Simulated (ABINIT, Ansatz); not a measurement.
**A GW chain in ABINIT: MgO (Periclase)**

How does a plane-wave GW calculation on MgO (Periclase) run from the first input to the gap?

Main program and level: ABINIT 10.8.3; PBE and many-body steps on it, plane waves.

The database entry behind the starting cell differs from later determinations by our own check (about 0.1 % long), so it need not match the best structure at ambient conditions.

## Step 1: Starting point

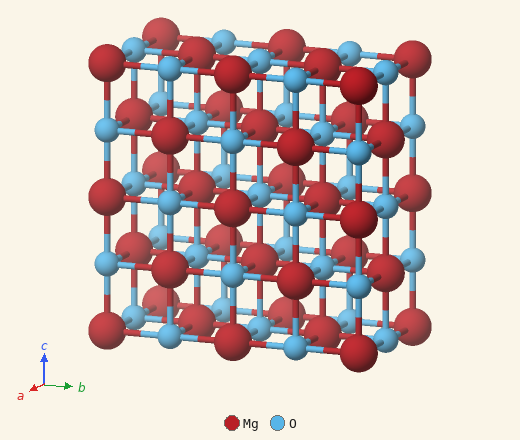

Start, viewed slightly off an axis; magnesium red, oxygen blue. 1×2×2 cells are drawn. This picture shows the conventional cell, with its axes. Some periodic images of atoms are drawn too.

The cell and positions come from the Crystallography Open Database and are kept as given unless a step says otherwise.

## Step 2: Ground state

This step: ABINIT 10.8.3; DFT, PBE, plane waves, norm-conserving pseudopotentials.

The ground-state density comes first.

The input, run.abi:

```
acell 3*1.0 Angstrom
rprim 
  -0.000000000000 2.108500000000 2.108500000000
  2.108500000000 0.000000000000 2.108500000000
  2.108500000000 2.108500000000 0.000000000000
ntypat 2
znucl 12 8
natom 2
typat 1 2
xred 
  0.000000000000 0.000000000000 0.000000000000
  0.500000000000 0.500000000000 0.500000000000
pp_dirpath "pseudos"
pseudos "Mg.upf, O.upf"
ecut 38
ngkpt 8 8 8
nshiftk 1
shiftk 0 0 0
kptopt 1
chksymbreak 0
nband 13
occopt 1
tolvrs 1e-10
nstep 60
prtwf 0
optforces 0
optstress 0
indata_prefix "in"
outdata_prefix "out"
tmpdata_prefix "tmp"
```

The run is started by

```
$ OMP_NUM_THREADS=1 mpirun -n 8 abinit run.abi > log
```

Numbers of over 12 decimals in the logs are rounded to 6 here.

What it wrote:

```text
.Version 10.8.3 of ABINIT. v10.8.2 released Aug 2026.

 Symmetries : space group Fm -3 m (#225); Bravais cF (face-center cubic)
================================================================================
 Values of the parameters that define the memory need of the present run
     intxc =       0    ionmov =       0      iscf =       7    lmnmax =       5
     lnmax =       5     mgfft =      32  mpssoang =       3    mqgrid =    3001
     natom =       2  nloc_mem =       1    nspden =       1   nspinor =       1
    nsppol =       1      nsym =      48    n1xccc =    2501    ntypat =       2
    occopt =       1   xclevel =       2
-    mband =          13        mffmem =           1         mkmem =           4
       mpw =        1427          nfft =       32768          nkpt =          29
================================================================================
  Rough estimation (10% accuracy) of disk space for files :
================================================================================

--------------------------------------------------------------------------------
------------- Echo of variables that govern the present computation ------------
--------------------------------------------------------------------------------
 -outvars: echo values of preprocessed input variables --------
            acell      1.8897261259E+00  1.8897261259E+00  1.8897261259E+00 Bohr

      chksymbreak           0
             ecut      3.80000000E+01 Hartree
-          fftalg         312

              ixc     -101130
              kpt      0.00000000E+00  0.00000000E+00  0.00000000E+00
                       1.25000000E-01  0.00000000E+00  0.00000000E+00
                       2.50000000E-01  0.00000000E+00  0.00000000E+00
                       3.75000000E-01  0.00000000E+00  0.00000000E+00
                       5.00000000E-01  0.00000000E+00  0.00000000E+00
                       1.25000000E-01  1.25000000E-01  0.00000000E+00
                       2.50000000E-01  1.25000000E-01  0.00000000E+00
                       3.75000000E-01  1.25000000E-01  0.00000000E+00
                       5.00000000E-01  1.25000000E-01  0.00000000E+00
   [... 18 further rows ...]
                      -3.75000000E-01  5.00000000E-01  1.25000000E-01
                      -2.50000000E-01  5.00000000E-01  2.50000000E-01
         kptrlatt        8    0    0      0    8    0      0    0    8
          kptrlen      4.50793305E+01
P           mkmem           4
            natom           2
            nband          13
            ngfft          32      32      32
             nkpt          29
            nstep          60
             nsym          48
           ntypat           2
              occ      2.000000  2.000000  2.000000  2.000000  2.000000  2.000000
                       2.000000  2.000000  0.000000  0.000000  0.000000  0.000000
                       0.000000
        optforces           0
        optstress           0
            prtwf           0
            rprim     -0.0000000000E+00  2.1085000000E+00  2.1085000000E+00
[...]
spgroup         225

           tolvrs      1.00000000E-10

             xred      0.0000000000E+00  0.0000000000E+00  0.0000000000E+00
[...]
znucl       12.00000    8.00000

================================================================================

 chkinp: Checking input parameters for consistency.

================================================================================
== DATASET  1 ==================================================================
-   mpi_nproc: 8, omp_nthreads: 1 (-1 if OMP is not activated)

--- !DatasetInfo
iteration_state: {dtset: 1, }
dimensions: {natom: 2, nkpt: 29, mband: 13, nsppol: 1, nspinor: 1, nspden: 1, mpw: 1427, }
cutoff_energies: {ecut:  38.0, pawecutdg:  -1.0, }
electrons: {nelect:   1.60000000E+01, charge:   0.00000000E+00, occopt:   1.00000000E+00, tsmear:   1.00000000E-02, }

 Real(R)+Recip(G) space primitive vectors, cartesian coordinates (Bohr,Bohr^-1):
 R(1)=  0.0000000  3.9844875  3.9844875  G(1)= -0.1254867  0.1254867  0.1254867
 R(2)=  3.9844875  0.0000000  3.9844875  G(2)=  0.1254867 -0.1254867  0.1254867
 R(3)=  3.9844875  3.9844875  0.0000000  G(3)=  0.1254867  0.1254867 -0.1254867
 Unit cell volume ucvol=  1.2651657E+02 bohr^3
 Angles (23,13,12)=  6.00000000E+01  6.00000000E+01  6.00000000E+01 degrees

 getcut: wavevector=  0.0000  0.0000  0.0000  ngfft=  32  32  32
         ecut(hartree)=     38.000   => boxcut(ratio)=   2.04647

--- Pseudopotential description ------------------------------------------------
- Mg Generated using ONCVPSP code by D. R. Hamann
- 12.00000  10.00000  171031                  znucl, zion, pspdat
12 -101130 1 -1 1510                          pspcod,pspxc,lmax,lloc,mmax
     nproj     2     2     0
  pspatm : epsatm=    9.22893308
         --- l  ekb(1:nproj) -->
[...]
pspatm: atomic psp has been read  and splines computed

- O Generated using ONCVPSP code by D. R. Hamann
-  8.00000   6.00000  171031                  znucl, zion, pspdat
12 -101130 2 -1 936                           pspcod,pspxc,lmax,lloc,mmax
     nproj     2     2     1
  pspatm : epsatm=    6.19545534
         --- l  ekb(1:nproj) -->
[...]
1   -4.717130   -1.149271
             2   -1.331955
 pspatm: atomic psp has been read  and splines computed

   2.46790215E+02                                ecore*ucvol(ha*bohr**3)
--------------------------------------------------------------------------------

_setup2: Arith. and geom. avg. npw (full set) are    1416.447    1416.434

================================================================================

--- !BeginCycle
iteration_state: {dtset: 1, }
solver: {iscf: 7, nstep: 60, nline: 4, wfoptalg: 0, }
tolerances: {tolvrs: 1.00E-10, }

     iter   Etot(hartree)      deltaE(h)  residm     vres2
 ETOT  1  -75.933399356280    -7.593E+01 1.121E-01 3.838E+02
 ETOT  2  -75.939874550780    -6.475E-03 1.119E-02 3.657E+02
 ETOT  3  -76.050010251231    -1.101E-01 3.866E-03 3.208E+00
 ETOT  4  -76.050821314389    -8.111E-04 4.415E-04 8.288E-03
 ETOT  5  -76.050821890708    -5.763E-07 5.080E-04 3.051E-04
 ETOT  6  -76.050821976688    -8.598E-08 6.678E-04 1.605E-05
 ETOT  7  -76.050821979871    -3.183E-09 2.731E-04 1.242E-07
 ETOT  8  -76.050821979876    -5.315E-12 3.905E-04 6.254E-09
 ETOT  9  -76.050821979879    -3.396E-12 9.903E-05 9.597E-11

 At SCF step    9       vres2   =  9.60E-11 < tolvrs=  1.00E-10 =>converged.

--- !ResultsGS
iteration_state: {dtset: 1, }
comment   : Summary of ground state results
lattice_vectors:
- [ -0.0000000,   3.9844875,   3.9844875, ]
- [  3.9844875,   0.0000000,   3.9844875, ]
- [  3.9844875,   3.9844875,   0.0000000, ]
lattice_lengths: [   5.63492,    5.63492,    5.63492, ]
lattice_angles: [ 60.000,  60.000,  60.000, ] # degrees, (23, 13, 12)
lattice_volume:   1.2651657E+02
convergence: {deltae: -3.396E-12, res2:  9.597E-11, residm:  9.903E-05, diffor:  0.000E+00, }
etotal    :  -7.60508220E+01
entropy   :   0.00000000E+00
fermie    :   1.72472836E-01
cartesian_stress_tensor: null
pressure_GPa: null
xred      :
- [  0.0000E+00,   0.0000E+00,   0.0000E+00, Mg]
- [  5.0000E-01,   5.0000E-01,   5.0000E-01,  O]
cartesian_forces: null
force_length_stats: {min: null, max: null, mean: null, }

 Integrated electronic density in atomic spheres:
 ------------------------------------------------
 Atom  Sphere_radius  Integrated_density
    1        2.00000          8.38663429
    2        2.00000          6.29705207
================================================================================

 ----iterations are completed or convergence reached----

 Mean square residual over all n,k,spin=   26.270E-08; max=  99.028E-06
 reduced coordinates (array xred) for    2 atoms
       0.000000000000      0.000000000000      0.000000000000
       0.500000000000      0.500000000000      0.500000000000
 rms dE/dt=  0.0000E+00; max dE/dt=  0.0000E+00; dE/dt below (all hartree)
    1       0.000000000000      0.000000000000      0.000000000000
    2       0.000000000000      0.000000000000      0.000000000000

 cartesian coordinates (angstrom) at end:
    1      0.000000     0.000000     0.000000
    2      2.108500     2.108500     2.108500
 length scales=  1.889726125908  1.889726125908  1.889726125908 bohr
              =  1.000000000000  1.000000000000  1.000000000000 angstroms
 prteigrs : about to open file out_EIG
 Fermi (or HOMO) energy (hartree) =   0.17247   Average Vxc (hartree)=  -0.41837
 Eigenvalues (hartree) for nkpt=  29  k points:
 kpt#   1, nband= 13, wtk=  0.00195, kpt=  0.0000  0.0000  0.0000 (reduced coord)
  -2.48723   -1.26531   -1.26531   -1.26531   -0.45853    0.17247    0.17247    0.17247
   0.34641    0.75821    0.75821    0.75821    0.89645
 prteigrs : prtvol=0 or 1, do not print more k-points.

--- !EnergyTerms
iteration_state     : {dtset: 1, }
comment             : Components of total free energy in Hartree
kinetic             :  4.53125594046268E+01
hartree             :  2.07862698222356E+01
xc                  : -1.22460646359516E+01
Ewald energy        : -4.73278672197954E+01
psp_core            :  1.95065525596835E+00
local_psp           : -6.38204822685426E+01
non_local_psp       : -2.07058923384206E+01
total_energy        : -7.60508219798794E+01
total_energy_eV     : -2.06944829121884E+03
band_energy         : -1.27938181591723E+01

== END DATASET(S) ==============================================================
================================================================================

 -outvars: echo values of variables after computation  --------
           etotal     -7.6050821980E+01
            nband          13
             nkpt          29
          spgroup         225
 [... the other variables as echoed above ...]

 Calculation completed.
```

Run time: 2.8 s. Hardware: 8 MPI ranks of Arm Neoverse V2, shared host; peak memory 0.07 GiB.

Numbers from this step:

| Quantity | Value |
| --- | --- |
| total energy | -2069.4483 eV |
| gap | 4.733 eV |
| k of the valence top | 0, 0, 0 |
| k of the conduction bottom | 0, 0, 0 |
| least direct gap | 4.733 eV |

The gap is direct, at Γ.

## Step 3: Bands along the symmetry lines

Levels along a band path, at the cheap level, show where the edges lie and whether the meshes to come will hold them.

The input, run.abi:

```
acell 3*1.0 Angstrom
rprim 
  -0.000000000000 2.108500000000 2.108500000000
  2.108500000000 0.000000000000 2.108500000000
  2.108500000000 2.108500000000 0.000000000000
ntypat 2
znucl 12 8
natom 2
typat 1 2
xred 
  0.000000000000 0.000000000000 0.000000000000
  0.500000000000 0.500000000000 0.500000000000
pp_dirpath "pseudos"
pseudos "Mg.upf, O.upf"
ecut 38
iscf -2
irdden 1
kptopt 0
nkpt 50
kpt 
  0.00000000 0.00000000 0.00000000
  0.06250000 0.00000000 0.06250000
  0.12500000 0.00000000 0.12500000
  0.18750000 0.00000000 0.18750000
  0.25000000 0.00000000 0.25000000
  0.31250000 0.00000000 0.31250000
  0.37500000 0.00000000 0.37500000
  0.43750000 0.00000000 0.43750000
  0.50000000 0.00000000 0.50000000
  0.51562500 0.03125000 0.51562500
  0.53125000 0.06250000 0.53125000
  0.54687500 0.09375000 0.54687500
  0.56250000 0.12500000 0.56250000
  0.57812500 0.15625000 0.57812500
  0.59375000 0.18750000 0.59375000
  0.60937500 0.21875000 0.60937500
  0.62500000 0.25000000 0.62500000
  0.37500000 0.37500000 0.75000000
  0.32812500 0.32812500 0.65625000
  0.28125000 0.28125000 0.56250000
  0.23437500 0.23437500 0.46875000
  0.18750000 0.18750000 0.37500000
  0.14062500 0.14062500 0.28125000
  0.09375000 0.09375000 0.18750000
  0.04687500 0.04687500 0.09375000
  0.00000000 0.00000000 0.00000000
  0.06250000 0.06250000 0.06250000
  0.12500000 0.12500000 0.12500000
  0.18750000 0.18750000 0.18750000
  0.25000000 0.25000000 0.25000000
  0.31250000 0.31250000 0.31250000
  0.37500000 0.37500000 0.37500000
  0.43750000 0.43750000 0.43750000
  0.50000000 0.50000000 0.50000000
  0.50000000 0.46875000 0.53125000
  0.50000000 0.43750000 0.56250000
  0.50000000 0.40625000 0.59375000
  0.50000000 0.37500000 0.62500000
  0.50000000 0.34375000 0.65625000
  0.50000000 0.31250000 0.68750000
  0.50000000 0.28125000 0.71875000
  0.50000000 0.25000000 0.75000000
  0.50000000 0.21875000 0.71875000
  0.50000000 0.18750000 0.68750000
  0.50000000 0.15625000 0.65625000
  0.50000000 0.12500000 0.62500000
  0.50000000 0.09375000 0.59375000
  0.50000000 0.06250000 0.56250000
  0.50000000 0.03125000 0.53125000
  0.50000000 0.00000000 0.50000000
istwfk *1
nband 15
nbdbuf 2
tolwfr 1e-08
nstep 40
prtwf 0
prtvol 0
indata_prefix "in"
outdata_prefix "out"
tmpdata_prefix "tmp"
```

What it wrote:

```text
.Version 10.8.3 of ABINIT. v10.8.2 released Aug 2026.

 Symmetries : space group Fm -3 m (#225); Bravais cF (face-center cubic)
[... echo of the input left out ...]
== DATASET  1 ==================================================================
-   mpi_nproc: 8, omp_nthreads: 1 (-1 if OMP is not activated)

--- !DatasetInfo
iteration_state: {dtset: 1, }
dimensions: {natom: 2, nkpt: 50, mband: 15, nsppol: 1, nspinor: 1, nspden: 1, mpw: 1429, }
cutoff_energies: {ecut:  38.0, pawecutdg:  -1.0, }
electrons: {nelect:   1.60000000E+01, charge:   0.00000000E+00, occopt:   1.00000000E+00, tsmear:   1.00000000E-02, }

 Real(R)+Recip(G) space primitive vectors, cartesian coordinates (Bohr,Bohr^-1):
 R(1)=  0.0000000  3.9844875  3.9844875  G(1)= -0.1254867  0.1254867  0.1254867
 R(2)=  3.9844875  0.0000000  3.9844875  G(2)=  0.1254867 -0.1254867  0.1254867
 R(3)=  3.9844875  3.9844875  0.0000000  G(3)=  0.1254867  0.1254867 -0.1254867
 Unit cell volume ucvol=  1.2651657E+02 bohr^3
 Angles (23,13,12)=  6.00000000E+01  6.00000000E+01  6.00000000E+01 degrees

 getcut: wavevector=  0.0000  0.0000  0.0000  ngfft=  32  32  32
         ecut(hartree)=     38.000   => boxcut(ratio)=   2.04647

--- Pseudopotential description ------------------------------------------------
- Mg Generated using ONCVPSP code by D. R. Hamann
- 12.00000  10.00000  171031                  znucl, zion, pspdat
12 -101130 1 -1 1510                          pspcod,pspxc,lmax,lloc,mmax
     nproj     2     2     0
  pspatm : epsatm=    9.22893308
         --- l  ekb(1:nproj) -->
             0    2.250005   -0.808630
             1   -6.469357   -2.503313
 pspatm: atomic psp has been read  and splines computed

- O Generated using ONCVPSP code by D. R. Hamann
-  8.00000   6.00000  171031                  znucl, zion, pspdat
12 -101130 2 -1 936                           pspcod,pspxc,lmax,lloc,mmax
     nproj     2     2     1
  pspatm : epsatm=    6.19545534
         --- l  ekb(1:nproj) -->
             0    6.056735    0.824024
[...]
2   -1.331955
 pspatm: atomic psp has been read  and splines computed

--------------------------------------------------------------------------------

================================================================================
 prteigrs : about to open file out_EIG
 Non-SCF case, kpt    1 (  0.00000  0.00000  0.00000), residuals and eigenvalues=
  3.60E-09  2.55E-09  4.12E-09  5.08E-09  1.16E-09  2.24E-09  6.07E-09  9.24E-09
  6.01E-09  1.99E-09  1.74E-09  2.76E-09  8.02E-09  4.95E-08  3.37E-07
 -2.4872E+00 -1.2653E+00 -1.2653E+00 -1.2653E+00 -4.5853E-01  1.7247E-01
  1.7247E-01  1.7247E-01  3.4641E-01  7.5821E-01  7.5821E-01  7.5821E-01
[...]
Non-SCF case, kpt    2 (  0.06250  0.00000  0.06250), residuals and eigenvalues=
  2.74E-09  3.07E-09  2.71E-09  4.77E-09  4.33E-09  9.35E-09  1.48E-09  2.57E-09
[...]
3.39E-09  2.60E-09  2.56E-09  5.71E-09  3.88E-09  6.53E-09  8.09E-10  1.29E-09
  3.31E-10  3.45E-10  2.28E-09  3.59E-09  9.99E-09  4.76E-08  6.44E-07
[...]
Non-SCF case, kpt   49 (  0.50000  0.03125  0.53125), residuals and eigenvalues=
[...]
Non-SCF case, kpt   50 (  0.50000  0.00000  0.50000), residuals and eigenvalues=
[...]
-2.4868E+00 -1.2679E+00 -1.2663E+00 -1.2663E+00 -4.0228E-01  2.4594E-02
  1.2366E-01  1.2366E-01  5.1138E-01  5.3902E-01  6.5222E-01  8.6839E-01
[...]
--- !ResultsGS
iteration_state: {dtset: 1, }
comment   : Summary of ground state results
lattice_vectors:
- [ -0.0000000,   3.9844875,   3.9844875, ]
- [  3.9844875,   0.0000000,   3.9844875, ]
- [  3.9844875,   3.9844875,   0.0000000, ]
lattice_lengths: [   5.63492,    5.63492,    5.63492, ]
lattice_angles: [ 60.000,  60.000,  60.000, ] # degrees, (23, 13, 12)
lattice_volume:   1.2651657E+02
convergence: {deltae:  0.000E+00, res2:  0.000E+00, residm:  9.990E-09, diffor:  0.000E+00, }
etotal    :  -7.60508220E+01
entropy   :   0.00000000E+00
fermie    :   1.72472836E-01
cartesian_stress_tensor: null
pressure_GPa: null
xred      :
- [  0.0000E+00,   0.0000E+00,   0.0000E+00, Mg]
- [  5.0000E-01,   5.0000E-01,   5.0000E-01,  O]
cartesian_forces: null
force_length_stats: {min: null, max: null, mean: null, }

 Integrated electronic density in atomic spheres:
 ------------------------------------------------
 Atom  Sphere_radius  Integrated_density
[...]
================================================================================

 ----iterations are completed or convergence reached----

 Mean square residual over all n,k,spin=   36.121E-10; max=  99.904E-10
 reduced coordinates (array xred) for    2 atoms
       0.000000000000      0.000000000000      0.000000000000
       0.500000000000      0.500000000000      0.500000000000

 cartesian coordinates (angstrom) at end:
    1      0.000000     0.000000     0.000000
    2      2.108500     2.108500     2.108500
 length scales=  1.889726125908  1.889726125908  1.889726125908 bohr
              =  1.000000000000  1.000000000000  1.000000000000 angstroms
 prteigrs : about to open file out_EIG
 Eigenvalues (hartree) for nkpt=  50  k points:
 kpt#   1, nband= 15, wtk=  1.00000, kpt=  0.0000  0.0000  0.0000 (reduced coord)
[...]
kpt#   2, nband= 15, wtk=  1.00000, kpt=  0.0625  0.0000  0.0625 (reduced coord)
[...]
kpt#   3, nband= 15, wtk=  1.00000, kpt=  0.1250  0.0000  0.1250 (reduced coord)
[...]
kpt#  49, nband= 15, wtk=  1.00000, kpt=  0.5000  0.0313  0.5313 (reduced coord)
  -2.48682   -1.26791   -1.26635   -1.26633   -0.40219    0.02529    0.12225    0.12304
   0.51360    0.54123    0.65148    0.86365    0.86992    1.11245    1.17252
 kpt#  50, nband= 15, wtk=  1.00000, kpt=  0.5000  0.0000  0.5000 (reduced coord)
  -2.48682   -1.26793   -1.26634   -1.26634   -0.40228    0.02459    0.12366    0.12366
   0.51138    0.53902    0.65222    0.86839    0.86839    1.10940    1.17063

== END DATASET(S) ==============================================================
================================================================================

 -outvars: echo values of variables after computation  --------
            nband          15
             nkpt          50
          spgroup         225
 [... the other variables as echoed above ...]

 Calculation completed.
```

The job ended after 2.4 s (8 MPI ranks; peak memory 0.07 GiB).

This step gave:

```yaml
gap: 4.733 eV
k_of_the_valence_top: 0, 0, 0
k_of_the_conduction_bottom: 0, 0, 0
least_direct_gap: 4.733 eV
```

The gap is 4.733 eV, as in the run before at this level.

Electronic bands along the path, in eV, zero at the top of the highest filled band; v1 is the highest filled band, c1 the lowest empty one:

| point | v4 | v3 | v2 | v1 | c1 | c2 | c3 | c4 |
| --- | --- | --- | --- | --- | --- | --- | --- | --- |
| Γ | -17.17 | 0.00 | 0.00 | 0.00 | 4.73 | 15.94 | 15.94 | 15.94 |
| X | -15.64 | -4.02 | -1.33 | -1.33 | 9.22 | 9.97 | 13.05 | 18.94 |
| U | -15.61 | -3.44 | -2.67 | -1.12 | 10.14 | 11.76 | 12.51 | 18.11 |
| jump to K | -15.61 | -3.44 | -2.67 | -1.12 | 10.14 | 11.76 | 12.51 | 18.11 |
| Γ | -17.17 | 0.00 | 0.00 | 0.00 | 4.73 | 15.94 | 15.94 | 15.94 |
| L | -15.86 | -4.57 | -0.63 | -0.63 | 7.91 | 12.57 | 16.32 | 16.32 |
| W | -15.58 | -2.91 | -2.91 | -1.75 | 11.66 | 11.66 | 12.15 | 15.52 |
| X | -15.64 | -4.02 | -1.33 | -1.33 | 9.22 | 9.97 | 13.05 | 18.94 |

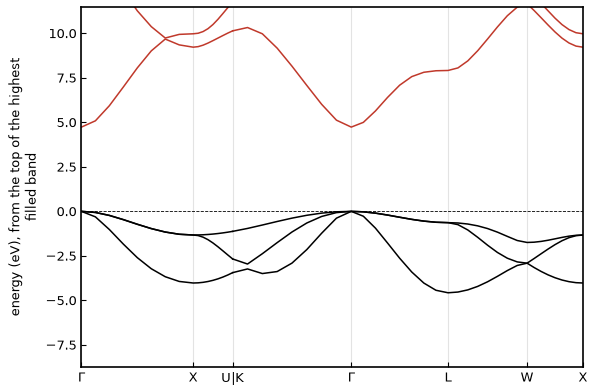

Electronic bands along the path; lines of filled and empty bands in two colours.

(Part 1 of 2 ends here.)

[Paths, hosts, dates, memory and timing lines, banners, echoed tables and standing remarks are left out of the program output.]

[Logs are printed without paths, hosts, clocks, repeated set-up lines and the standing remarks that a program may print on its own settings, such as how far it seeks lower states.]

[Runs of the session that timed out or met a known fault of the program may be left out.]

[Hosts, paths, dates, database ids (printed as entryN), source tags and the programs' standing remarks are cut or masked in the printed files.]

[G0W0 gaps are taken among the corrected bands and points alone; a level outside them can change the order at an edge.]

[Where Ansatz stands beside ABINIT at settings called matched, ABINIT's density can come from a denser mesh and the files from another edition; pairs whose starting gaps differed by over 0.03 eV were left out, so agreement reads better than it is.]
